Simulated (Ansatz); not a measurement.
The calculation's input:

```
crystal:
  lattice:
    - [4.1423317931, 0.0, 0.0]
    - [-2.0711658966, 3.5873645638, 0.0]
    - [0.0, 0.0, 11.0043825236]
  atoms:
    - { symbol: Sn, position: [0.0, 0.0, 0.0106835116] }
    - { symbol: Sn, position: [0.6666666667, 0.3333333333, 0.3065017924] }
    - { symbol: Sn, position: [0.3333333333, 0.6666666667, 0.6368537669] }
    - { symbol: Sn, position: [0.6666666667, 0.3333333333, 0.819323627] }
    - { symbol: As, position: [0.3333333333, 0.6666666667, 0.1580732044] }
    - { symbol: Se, position: [0.0, 0.0, 0.4735640978] }
basis:
  ecutwfc: 420
kpoints:
  mp_grid: { grid: [12, 12, 4] }
hamiltonian:
  xc: pbe
scf:
  occupations: { method: gaussian, width: 0.1 }
output:
  forces: true
  stress: true
  eigenvalues: true
  write_density: true
  write_potential: true
  elf: true
  volumetric_format: npy
relax:
  adjacent_minimum: "off"
  f_tol: 0.01
  max_steps: 80
  cell: { stress_tol: 0.05 }
```

Command:

```sh
ansatz run input.yaml --threads 1 --pin off --max-ram 2560MiB --backend cpu --events-out ev --progress --plain --runs-dir out
```

Below, planes, directions and counts refer to the conventional cell (a = 4.15 Å, b = 4.15 Å, c = 10.89 Å, α = 90.00°, β = 90.00°, γ = 120.00°).

The fields are those of the run's last geometry, not of the input's.

Space group P3m1; a generated structure, not necessarily the stable one; computed without spin polarisation.

These are results of Ansatz, DFT PBE, scalar-relativistic, plane waves, PAW, not measurements.

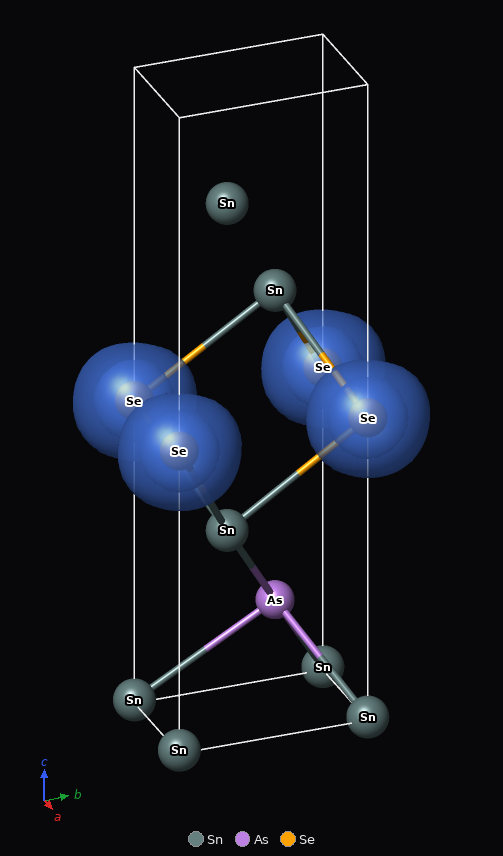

Sn₄AsSe. Isosurface of the ELF at 0.75 (blue), seen slightly off an axis. Core shells and regions of very low density are left out. Sticks mark near contacts.

Q: Identify the bonds, lone pairs and shells in this picture.

A: At this value the surface marks out one region wrapped around Se (its valence shell), counted in one cell of 6 atoms. Regions shared between cells count once. Along the contacts the grid gives the following. Sn–As (2.90 Å): the ELF is about 0.55 at the midpoint. Sn–Se (2.99 Å): the ELF is about 0.45 at the midpoint and 0.30 at its lowest between the atoms.
